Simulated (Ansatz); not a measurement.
# C2H3F3S (SMILES CSC(F)(F)F) at PBE/cc-pVDZ

Aim: the electronic atomisation energy of C2H3F3S at PBE/cc-pVDZ, from 5 runs. 

The calculation is run with Ansatz 0.2.0.

54 further runs of the same task are left out: 54 set aside as unsound or not needed. Runs told in other sessions of the task aren't counted.

### Step 1. The system as given

C2H3F3S: 9 atoms, total charge 0, spin state singlet. SMILES: `CSC(F)(F)F`. Geometry: relaxed at PBE0-D4/def2-TZVP.

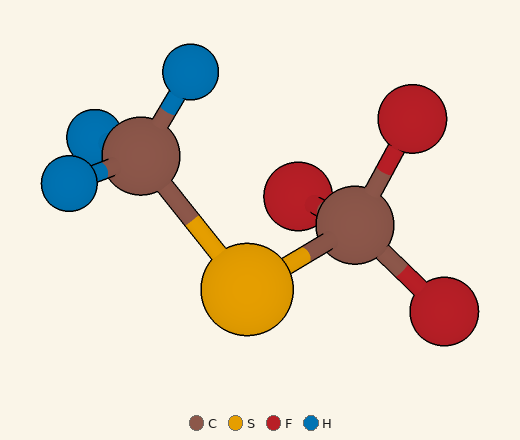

The structure, seen from a chosen angle (carbon brown, sulfur amber, fluorine red, hydrogen blue).

### Step 2. A single-point energy at PBE/cc-pVDZ

The input, run.yaml:

```yaml
crystal:
  periodic: [false, false, false]
  atoms:
    - symbol: C
      position_ang: [-0.264600, -1.100100, 0.810100]
    - symbol: S
      position_ang: [1.180700, -0.334500, 0.060100]
    - symbol: C
      position_ang: [0.352400, 1.022800, -0.776800]
    - symbol: F
      position_ang: [-0.550100, 0.609400, -1.673600]
    - symbol: F
      position_ang: [1.270600, 1.742000, -1.418200]
    - symbol: F
      position_ang: [-0.296500, 1.835600, 0.064500]
    - symbol: H
      position_ang: [0.112500, -1.958300, 1.366300]
    - symbol: H
      position_ang: [-0.961900, -1.447400, 0.049200]
    - symbol: H
      position_ang: [-0.754400, -0.415800, 1.501300]
basis:
  gaussian: {orbitals: cc-pVDZ}
hamiltonian: {xc: pbe}
accuracy: high
output: {orbitals: {seedname: orbitals}}
```

Run with:

```
$ ansatz run run.yaml --threads 1 --pin off --max-ram 2610MiB --events-out events.jsonl --progress --plain --runs-dir runs
```

Output:

```text
Warning: RAYON_NUM_THREADS=1 ignored (pool sized by the plan → 1); use --threads N
Functional definition: PBE
  name "PBE"
  parameter kappa = 0.804
  parameter beta = 0.06672455060314922
  exchange = pbe_x(kappa = kappa, mu = beta*pi^2/3)
  correlation = pbe_c(beta = beta)
2387 factors; integrals over basis functions are off by at most 3.8e-9 eV
mean field evaluation 1: about -21088.2811 eV, gradient 5.4e1 eV
mean field evaluation 2: about -21078.3913 eV, gradient 8.4e1 eV
mean field evaluation 4: about -21094.3080 eV, gradient 4.3e0 eV
mean field evaluation 8: about -21094.3373 eV, gradient 7.4e-2 eV
mean field evaluation 16: about -21094.3373 eV, gradient 1.3e-5 eV
mean field -21094.33731903 eV, -775.2025982190 hartree, gradient 4.8e-8 eV, S^2 0.000000; 0 other end points of the search recorded, 0 dependent functions left out
reference -21094.33732148 eV, -775.2025983091 hartree; 29, 29 occupied and 74, 74 virtual orbitals, 2387 factors
Total energy: -21094.33732148 eV, -775.2025983091 hartree
```

It took 11 s on 1 thread of Arm Neoverse V2, shared host; peak memory 0.29 GiB.

### Step 3. The C atom at the same level

The input, molecule.yaml:

```yaml
basis:
  gaussian: {orbitals: cc-pVDZ}
crystal:
  periodic: [false, false, false]
  atoms:
    - {symbol: C, position_ang: [0.000000, 0.000000, 0.000000]}
magnetization: {spin_polarized: true, initial_magnetization: 2}
hamiltonian: {xc: pbe}
accuracy: high
```

Run the same way, it converges to -37.78854 Eh (log not shown).

### Step 4. The F atom, same level

The input, input.yaml:

```yaml
crystal:
  periodic: [false, false, false]
  atoms:
    - {symbol: F, position_ang: [0.000000, 0.000000, 0.000000]}
basis:
  gaussian: {orbitals: cc-pVDZ}
magnetization: {spin_polarized: true, initial_magnetization: 1}
accuracy: high
hamiltonian: {xc: {name: PBE}}
```

Run the same way, it converges to -99.62478 Eh (log not shown).

### Step 5. The H atom, same level

The input, in.yaml:

```yaml
crystal:
  periodic: [false, false, false]
  atoms:
    - symbol: H
      position_ang: [0.000000, 0.000000, 0.000000]
basis:
  gaussian: {orbitals: cc-pVDZ}
magnetization: {spin_polarized: true, initial_magnetization: 1}
hamiltonian: {xc: pbe}
accuracy: high
```

Run with:

```
$ ansatz run in.yaml --threads 1 --pin off --max-ram 2610MiB --events-out events.jsonl --progress --plain --runs-dir runs
```

Output, cut to the lines that bear on the results:

```text
Warning: RAYON_NUM_THREADS=1 ignored (pool sized by the plan → 1); use --threads N
[... 6 set-up lines as earlier in the session ...]
15 factors; integrals over basis functions are off by at most 4.6e-8 eV
mean field evaluation 1: about -13.5665 eV, gradient 4.0e-1 eV
mean field evaluation 2: about -13.5663 eV, gradient 4.0e-1 eV
mean field evaluation 4: about -13.5684 eV, gradient 5.5e-6 eV
mean field evaluation 8: about -13.5684 eV, gradient 1.6e-10 eV
mean field -13.56836056 eV, -0.4986280535 hartree, gradient 1.2e-10 eV, S^2 0.750000; 0 other end points of the search recorded, 0 dependent functions left out
reference -13.56836236 eV, -0.4986281198 hartree; 1, 0 occupied and 4, 5 virtual orbitals, 15 factors
Total energy: -13.56836236 eV, -0.4986281198 hartree
```

Wall time 0.1 s (1 thread of Arm Neoverse V2, shared host).

### Step 6. The S atom at the same level

The input, molecule.yaml:

```yaml
basis:
  gaussian: {orbitals: cc-pVDZ}
crystal:
  periodic: [false, false, false]
  atoms:
    - {symbol: S, position_ang: [0.000000, 0.000000, 0.000000]}
magnetization: {spin_polarized: true, initial_magnetization: 2}
accuracy: high
hamiltonian: {xc: pbe}
```

Run the same way, it converges to -397.93044 Eh (log not shown).

### Step 7. Summary of results

Level: PBE/cc-pVDZ.

| quantity | value |
| --- | --- |
| molecule: total energy | -775.20260 Eh |
| molecule: HOMO energy | -5.94 eV |
| molecule: LUMO energy | -0.38 eV |
| molecule: HOMO–LUMO gap | 5.56 eV |
| C atom: total energy | -37.78854 Eh |
| C atom: ⟨S²⟩ | 2.002 |
| F atom: total energy | -99.62478 Eh |
| F atom: ⟨S²⟩ | 0.751 |
| H atom: total energy | -0.49863 Eh |
| H atom: ⟨S²⟩ | 0.750 |
| S atom: total energy | -397.93044 Eh |
| S atom: ⟨S²⟩ | 2.002 |
| electronic atomisation energy | 36.051 eV |

What this shows: Taking the molecule apart into free atoms costs 36.05 eV (3478 kJ/mol), before zero-point energy and without spin-orbit coupling.
